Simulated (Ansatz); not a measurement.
**C3H9Ga (trimethylgallium (TMGa)): SVWN5/def2-SVP**

Aim: the energy change on altering one bond length of C3H9Ga (trimethylgallium (TMGa)) at SVWN5/def2-SVP, from 2 runs. 

Program for the calculation: Ansatz 0.2.0.

58 further runs of the same task are left out: 3 that didn't finish, 55 set aside as unsound or not needed.

## (1) The molecule

C3H9Ga: 13 atoms, total charge 0, spin state singlet. SMILES: `C[Ga](C)C`. The shape is that of a PBE0-D4/def2-TZVP optimisation.

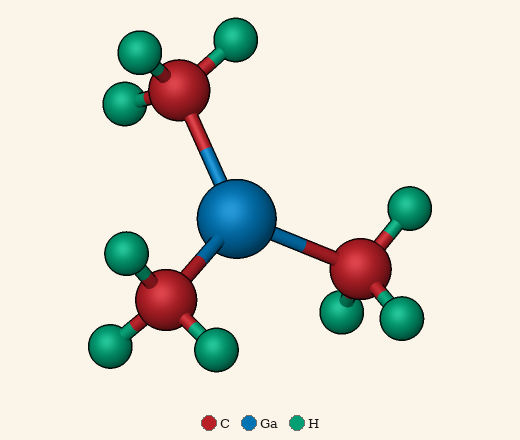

Viewed from a chosen angle; carbon red, gallium blue, hydrogen teal.

## (2) A single-point energy at SVWN5/def2-SVP

input.yaml

```yaml
crystal:
  periodic: [false, false, false]
  atoms:
    - {symbol: C, position_ang: [-0.386610, 1.662740, -0.990030]}
    - {symbol: Ga, position_ang: [0.030950, -0.015220, -0.033330]}
    - {symbol: C, position_ang: [1.404300, -0.017040, 1.387570]}
    - {symbol: C, position_ang: [-0.984810, -1.662120, -0.433110]}
    - {symbol: H, position_ang: [0.495980, 2.295540, -1.105570]}
    - {symbol: H, position_ang: [-1.118900, 2.235600, -0.410630]}
    - {symbol: H, position_ang: [-0.822360, 1.479540, -1.974110]}
    - {symbol: H, position_ang: [2.207150, 0.693340, 1.179140]}
    - {symbol: H, position_ang: [1.838150, -1.007150, 1.540450]}
    - {symbol: H, position_ang: [0.944020, 0.286540, 2.334210]}
    - {symbol: H, position_ang: [-1.317660, -1.695390, -1.472580]}
    - {symbol: H, position_ang: [-1.882270, -1.692900, 0.194460]}
    - {symbol: H, position_ang: [-0.407960, -2.563490, -0.216480]}
basis:
  gaussian:
    orbitals: def2-SVP
hamiltonian:
  xc: {name: SVWN5}
accuracy: high
output: {orbitals: {seedname: orbitals}}
```

On the command line:

```bash
ansatz run input.yaml --threads 1 --pin off --max-ram 3480MiB --events-out events.jsonl --progress --plain --runs-dir runs
```

The log of the run:

```text
Warning: RAYON_NUM_THREADS=1 ignored (pool sized by the plan → 1); use --threads N
Functional definition: SVWN5
  name "SVWN5"
  exchange = slater_x
  correlation = vwn5_c
2831 factors; integrals over basis functions are off by at most 1.0e-8 eV
mean field evaluation 1: about -55489.9917 eV, gradient 1.0e2 eV
mean field evaluation 2: about -55459.2560 eV, gradient 1.4e2 eV
mean field evaluation 4: about -55513.1560 eV, gradient 8.6e0 eV
mean field evaluation 8: about -55513.2606 eV, gradient 2.1e-2 eV
mean field evaluation 16: about -55513.2606 eV, gradient 4.6e-6 eV
mean field -55513.26063653 eV, -2040.0747001530 hartree, gradient 7.0e-8 eV, S^2 0.000000; 0 other end points of the search recorded, 0 dependent functions left out
reference -55513.26064059 eV, -2040.0747003021 hartree; 29, 29 occupied and 90, 90 virtual orbitals, 2831 factors
Total energy: -55513.26064059 eV, -2040.0747003021 hartree
```

It took 12 s on 1 thread of Intel Xeon Platinum 8259CL at 2.50GHz (Skylake/Cascade Lake), shared host; peak memory 0.4 GiB.

## (3) The distorted shape, same level

molecule.yaml

```yaml
basis:
  gaussian:
    orbitals: def2-SVP
crystal:
  periodic: [false, false, false]
  atoms:
    - {symbol: C, position_ang: [-0.251975, 1.667358, -1.084177]}
    - {symbol: Ga, position_ang: [0.165585, -0.010602, -0.127477]}
    - {symbol: C, position_ang: [1.538935, -0.012422, 1.293423]}
    - {symbol: C, position_ang: [-0.850175, -1.657502, -0.527257]}
    - {symbol: H, position_ang: [0.630615, 2.300158, -1.199717]}
    - {symbol: H, position_ang: [-0.984265, 2.240218, -0.504777]}
    - {symbol: H, position_ang: [-0.687725, 1.484158, -2.068257]}
    - {symbol: H, position_ang: [2.341785, 0.697958, 1.084993]}
    - {symbol: H, position_ang: [1.972785, -1.002532, 1.446303]}
    - {symbol: H, position_ang: [1.078655, 0.291158, 2.240063]}
    - {symbol: H, position_ang: [-1.183025, -1.690772, -1.566727]}
    - {symbol: H, position_ang: [-1.882270, -1.692900, 0.194460]}
    - {symbol: H, position_ang: [-0.273325, -2.558872, -0.310627]}
magnetization:
  spin_polarized: false
  initial_magnetization: 0
accuracy: high
output:
  orbitals: {seedname: orbitals}
hamiltonian:
  xc: {name: SVWN5}
```

On the command line:

```bash
ansatz run molecule.yaml --threads 1 --pin off --max-ram 3480MiB --events-out events.jsonl --progress --plain --runs-dir runs
```

The log of the run:

```text
Warning: RAYON_NUM_THREADS=1 ignored (pool sized by the plan → 1); use --threads N
[... 4 set-up lines as earlier in the session ...]
2829 factors; integrals over basis functions are off by at most 9.7e-9 eV
mean field evaluation 1: about -55490.0793 eV, gradient 1.0e2 eV
mean field evaluation 2: about -55458.7702 eV, gradient 1.4e2 eV
mean field evaluation 4: about -55512.9172 eV, gradient 7.9e0 eV
mean field evaluation 8: about -55513.0073 eV, gradient 9.9e-2 eV
mean field evaluation 16: about -55513.0074 eV, gradient 2.5e-6 eV
mean field -55513.00737049 eV, -2040.0653927977 hartree, gradient 3.8e-8 eV, S^2 0.000000; 0 other end points of the search recorded, 0 dependent functions left out
reference -55513.00737459 eV, -2040.0653929483 hartree; 29, 29 occupied and 90, 90 virtual orbitals, 2829 factors
Total energy: -55513.00737459 eV, -2040.0653929483 hartree
```

Run time: 11 s. Hardware: 1 thread of Intel Xeon Platinum 8259CL at 2.50GHz (Skylake/Cascade Lake), shared host; peak memory 0.4 GiB.

## (4) Summary of results

Level: SVWN5/def2-SVP.

```
                                                          quantity           value
                                         first shape: total energy  -2040.07470 Eh
                                          first shape: HOMO energy        -6.23 eV
                                          first shape: LUMO energy        -1.48 eV
                                        first shape: HOMO–LUMO gap         4.75 eV
                                     distorted shape: total energy  -2040.06539 Eh
                                      distorted shape: HOMO energy        -6.23 eV
                                      distorted shape: LUMO energy        -1.50 eV
                                    distorted shape: HOMO–LUMO gap         4.73 eV
energy change with the C4–H12 bond stretched from 1.096 to 1.260 Å        0.253 eV
```

With the C4–H12 bond stretched from 1.096 to 1.260 Å the energy rises by 0.25 eV (24.4 kJ/mol). The first shape isn't relaxed at this level, so the change isn't measured from a minimum.
